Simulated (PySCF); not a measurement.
# C3H5NSSi: geometry, spin-spin couplings

Aim: predict the spin-spin couplings of C3H5NSSi (`[H]/N=C\C1=C[SiH2]S1`).

Computed with PySCF 2.14.0, with density-fitted response routines of our own, on a single molecule in the gas phase. Atoms are numbered from 0 throughout.

## 1. The starting structure

11 atoms, charge 0, multiplicity 1; geometry from: GFN2-xTB. The atoms were then displaced at random by about 0.01 Å, so the start is not that level's minimum.

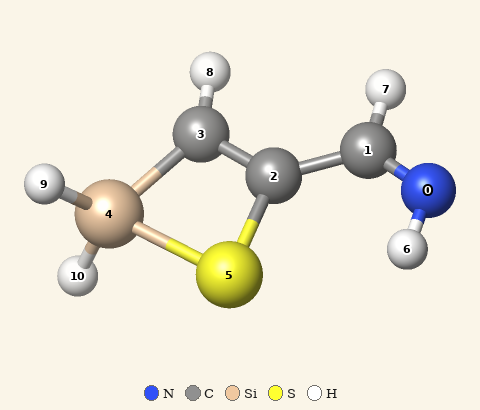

As it starts; nitrogen blue, carbon grey, silicon light orange, sulfur yellow, hydrogen white, atoms numbered; sticks join atoms by distance.

## 2. Relaxing the molecule at PBE0-D3(BJ)/def2-SVP

What the job is given:

```
{"job": {"xc": "PBE0", "basis": "def2-SVP", "d3": "d3bj", "grid": 1, "shake": 0.01, "kind": "geom"}, "charge": 0, "multiplicity": 1}
N     -2.551480     0.620220     0.916650
C     -1.765590    -0.238010     0.522910
C     -0.369190    -0.062660     0.220520
C      0.596590    -0.965370    -0.192190
Si     2.051910     0.151500    -0.302050
S      0.446130     1.524660     0.388160
H     -2.145470     1.571000     1.019350
H     -2.125100    -1.239130     0.386370
H      0.355700    -2.003090    -0.351980
H      3.054700     0.045090     0.763150
H      2.489910     0.569950    -1.601630
```

Launch:

```sh
OMP_NUM_THREADS=1 python probes_run.py task.json out
```

The driver reads the jobs from task.json and runs them one after another.

The log of the run:

```text
step   0  E = -858.92330695  max force = 0.059766
step   1  E = -858.93217776  max force = 0.013491
step   2  E = -858.93344546  max force = 0.011146
step   3  E = -858.93354977  max force = 0.010316
step   4  E = -858.93431308  max force = 0.004272
step   5  E = -858.93459793  max force = 0.001437
step   6  E = -858.93466758  max force = 0.000964
step   7  E = -858.93470257  max force = 0.000620
step   8  E = -858.93471525  max force = 0.000359
optimisation converged
```

Wall time 53 s (1 thread of Arm Neoverse V1, shared host); peak memory 0.5 GiB.

Along the way:

```csv
step,energy from step 0 (eV),largest force component (eV/Å)
0,0.0000,3.0733
1,-0.2414,0.6937
2,-0.2759,0.5732
3,-0.2787,0.5305
4,-0.2995,0.2197
5,-0.3072,0.0739
6,-0.3091,0.0496
7,-0.3101,0.0319
8,-0.3104,0.0185
```

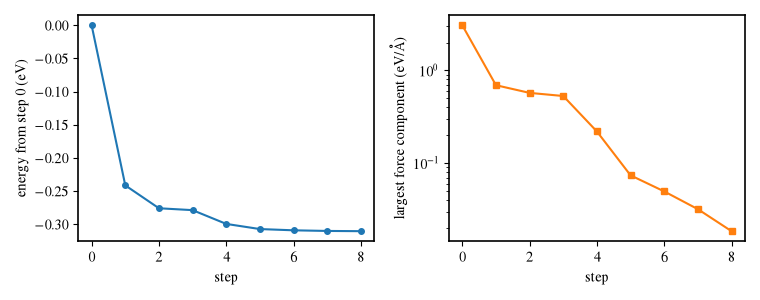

Energy and largest force along the relaxation.

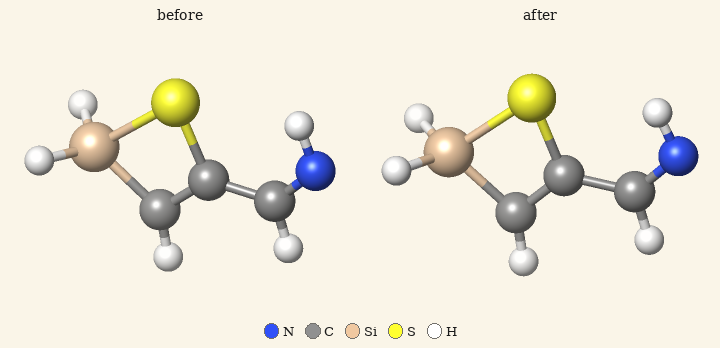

Before and after, at one scale.

Distances of close pairs at the start and the end, largest changes first:

```csv
bond,before (Å),after (Å),change (Å)
Si4–H10,1.434,1.490,+0.056
N0–C1,1.229,1.268,+0.039
Si4–S5,2.223,2.188,-0.035
C1–H7,1.072,1.103,+0.031
C1–C2,1.439,1.470,+0.031
C2–C3,1.385,1.355,-0.030
Si4–H9,1.467,1.490,+0.023
C3–H8,1.077,1.092,+0.014
```

The end geometry stands in the next job.

```csv
at the end point,value
point group (found at 0.08 Å tolerance),Cs
"rotational constants (GHz, main isotopes)","5.417, 1.723, 1.328"
dipole moment (D),3.06
```

## 3. J couplings: B3LYP/6-31G*

What the job is given:

```
{"job": {"kind": "j", "xc": "B3LYP", "basis": "6-31G*"}, "charge": 0, "multiplicity": 1}
N     -2.423878     0.583655     1.359043
C     -1.676918    -0.276714     0.802867
C     -0.316088    -0.060550     0.290190
C      0.500691    -0.951628    -0.322494
Si     1.888149     0.247510    -0.576747
S      0.460836     1.562207     0.433304
H     -1.938059     1.490000     1.412271
H     -2.054975    -1.305101     0.672073
H      0.249112    -1.994616    -0.523510
H      3.148812     0.027562     0.185663
H      2.197499     0.661895    -1.973899
```

Method: B3LYP/6-31G* indirect spin-spin coupling, non-relativistic, gas phase.

The log of the run:

```text
coarse grid: 10672 points
cycle   1  E = -859.7356371030  dE =  7.901e-01  |g| = 4.465e-01  |ddm| = 3.463e+00
cycle   2  E = -859.6659992529  dE =  6.964e-02  |g| = 7.061e-01  |ddm| = 1.224e+00
cycle   3  E = -859.7841727275  dE = -1.182e-01  |g| = 1.477e-01  |ddm| = 7.610e-01
cycle   4  E = -859.7893945638  dE = -5.222e-03  |g| = 4.072e-02  |ddm| = 1.809e-01
cycle   5  E = -859.7897633475  dE = -3.688e-04  |g| = 1.853e-02  |ddm| = 6.593e-02
cycle   6  E = -859.7898609633  dE = -9.762e-05  |g| = 5.696e-03  |ddm| = 2.786e-02
cycle   7  E = -859.7898701296  dE = -9.166e-06  |g| = 1.558e-03  |ddm| = 8.470e-03
final grid: 95152 points
cycle   8  E = -859.7159939702  dE = -6.604e-06  |g| = 5.375e-03  |ddm| = 1.644e-02
cycle   9  E = -859.7159834983  dE =  1.047e-05  |g| = 8.158e-03  |ddm| = 1.555e-02
cycle  10  E = -859.7160017700  dE = -1.827e-05  |g| = 9.080e-04  |ddm| = 9.903e-03
cycle  11  E = -859.7160019636  dE = -1.937e-07  |g| = 2.616e-04  |ddm| = 1.025e-03
cycle  12  E = -859.7160019826  dE = -1.898e-08  |g| = 6.275e-05  |ddm| = 3.765e-04
cycle  13  E = -859.7160019837  dE = -1.086e-09  |g| = 1.936e-05  |ddm| = 8.989e-05
cycle  14  E = -859.7160019838  dE = -5.866e-11  |g| = 1.306e-05  |ddm| = 3.115e-05
converged SCF energy = -859.7160019838

Indirect spin-spin couplings (Hz)
  i      j    bonds     total        FC       PSO       DSO        SD
  0 N    1 C    1    -11.028   -16.467     7.305    -0.055    -1.812
  0 N    2 C    2      1.649     1.689    -0.512     0.011     0.461
  0 N    3 C    3     -4.814    -2.052    -1.077     0.036    -1.721
  0 N    4 Si   4     -0.657    -0.691     0.138    -0.023    -0.081
  0 N    5 S    3      0.343     0.221     0.014     0.000     0.109
  0 N    6 H    1    -50.353   -49.630    -0.431    -0.313     0.022
  0 N    7 H    2     -9.787   -11.189     1.232     0.215    -0.045
  0 N    8 H    4      0.732     0.949    -0.319     0.123    -0.021
  0 N    9 H    5     -0.732    -0.793    -0.048     0.102     0.008
  0 N   10 H    5     -0.741    -0.800    -0.049     0.101     0.007
  1 C    2 C    1     55.054    56.756    -2.009     0.307         -
  1 C    3 C    2     -1.765    -2.168     0.403     0.000         -
  1 C    4 Si   3    -10.544   -10.675     0.034     0.046     0.051
  1 C    5 S    2      2.570     2.819    -0.250     0.001         -
  1 C    6 H    2     -9.911    -6.979    -2.443    -0.490         -
  1 C    7 H    1    182.358   181.758    -0.418     1.018         -
  1 C    8 H    3      5.474     5.392     0.024     0.058         -
  1 C    9 H    4      0.472     0.640     0.086    -0.254         -
  1 C   10 H    4      0.419     0.584     0.085    -0.250         -
  2 C    3 C    1     72.649    81.081    -8.696     0.264         -
  2 C    4 Si   2      9.850    10.018    -0.108    -0.043    -0.016
  2 C    5 S    1     -8.472    -7.986    -0.541     0.055         -
  2 C    6 H    3     14.854    14.635    -0.065     0.284         -
  2 C    7 H    2     23.900    24.082    -0.165    -0.017         -
  2 C    8 H    2     -3.754    -2.023    -1.449    -0.281         -
  2 C    9 H    3      4.014     4.344    -0.029    -0.301         -
  2 C   10 H    3      4.077     4.402    -0.029    -0.295         -
  3 C    4 Si   1    -71.992   -72.377     1.020    -0.104    -0.531
  3 C    5 S    2      0.232     0.955    -0.717    -0.006         -
  3 C    6 H    4     -1.838    -2.085     0.540    -0.292         -
  3 C    7 H    3      2.204     2.199    -0.075     0.080         -
  3 C    8 H    1    180.983   180.389    -0.324     0.919         -
  3 C    9 H    2      2.681     2.917     0.026    -0.261         -
  3 C   10 H    2      2.624     2.856     0.026    -0.258         -
  4 Si   5 S    1      1.551     4.087    -0.797    -0.015    -1.724
  4 Si   7 H    4      1.618     1.554    -0.114     0.202    -0.024
  4 Si   8 H    2     -7.712    -7.622    -0.032     0.278    -0.335
  4 Si   9 H    1   -205.294  -205.635     1.127    -0.288    -0.498
  4 Si  10 H    1   -205.449  -205.789     1.126    -0.289    -0.497
  5 S    6 H    4     -0.863    -1.099     0.095     0.141         -
  5 S    7 H    3      0.574     0.815    -0.129    -0.112         -
  5 S    8 H    3      0.988     1.176    -0.046    -0.141         -
  5 S    9 H    2      2.661     2.582     0.146    -0.067         -
  5 S   10 H    2      2.655     2.577     0.144    -0.066         -
  6 H    7 H    3     23.516    25.601     1.763    -3.847         -
  6 H    8 H    5      0.324     0.818     0.822    -1.316         -
  6 H    9 H    6     -1.313    -0.709     0.215    -0.819         -
  6 H   10 H    6     -1.301    -0.711     0.208    -0.797         -
  7 H    9 H    5     -0.409     0.128     0.423    -0.960         -
  7 H   10 H    5     -0.405     0.127     0.423    -0.955         -
  8 H    9 H    3     -0.586     0.144     0.481    -1.211         -
  8 H   10 H    3     -0.563     0.160     0.478    -1.201         -
  9 H   10 H    2     17.538    19.162     0.216    -1.840         -
```

Run time: 14 s. Hardware: 1 thread of Arm Neoverse V1, shared host; peak memory 0.59 GiB.

This basis has no tight s functions, so the Fermi-contact terms are rough.

Couplings of 1 Hz or more, nine at most for each number of bonds, with means over like pairs (isotopes 13C, 1H, 15N, 33S, 29Si):

```csv
pair,bonds,J (Hz),Fermi contact (Hz),dihedral (°)
Si4–H9,1,-205.4,-205.7,–
C1–H7,1,182.4,181.8,–
C3–H8,1,181.0,180.4,–
C2–C3,1,72.6,81.1,–
C3–Si4,1,-72.0,-72.4,–
C1–C2,1,55.1,56.8,–
N0–H6,1,-50.4,-49.6,–
N0–C1,1,-11.0,-16.5,–
C2–S5,1,-8.5,-8.0,–
C2–H7,2,23.9,24.1,–
H9–H10,2,17.5,19.2,–
C1–H6,2,-9.9,-7.0,–
C2–Si4,2,9.8,10.0,–
N0–H7,2,-9.8,-11.2,–
Si4–H8,2,-7.7,-7.6,–
C2–H8,2,-3.8,-2.0,–
S5–H9,2,2.7,2.6,–
C3–H9,2,2.7,2.9,–
H6–H7,3,23.5,25.6,180
C2–H6,3,14.9,14.6,0
C1–Si4,3,-10.5,-10.7,–
C1–H8,3,5.5,5.4,0
N0–C3,3,-4.8,-2.1,-179
C2–H9,3,4.0,4.4,–
C3–H7,3,2.2,2.2,1
C3–H6,4,-1.8,-2.1,–
Si4–H7,4,1.6,1.6,–
```

The spin-dipole term was solved for some atoms only; pairs without it lack that part.

The response was solved for the nuclei of C, H, N, Si alone, so couplings that need other nuclei can be missing.

Quadrupole couplings from the field gradients of the same density:

```csv
atom,isotope,eQq/h (MHz),η
S5,33S,34.3,0.80
N0,14N,-4.294,0.49
```

## 4. Results

| quantity | value |
| --- | --- |
| point group | Cs |
| rotational constants (main isotopes) | 5.42, 1.72, 1.33 GHz |
| largest coupling of the table (B3LYP/6-31G*) | 1J(Si,H) Si4–H9, -205.4 Hz |

In words: Over 8 steps the energy fell by 0.310 eV; of the close pairs, Si4–H10 changed most, 1.434 to 1.490 Å. No frequency check was run at this level, so the end point may be a saddle. Of the pairs tabulated at B3LYP/6-31G*, Si4–H9 (mean over like pairs) couples most strongly (-205.4 Hz; Fermi contact -205.7 Hz). Couplings across rotatable bonds belong to this one conformer; where others are populated, the observed values are averages. Couplings from bases without tight functions are rough.
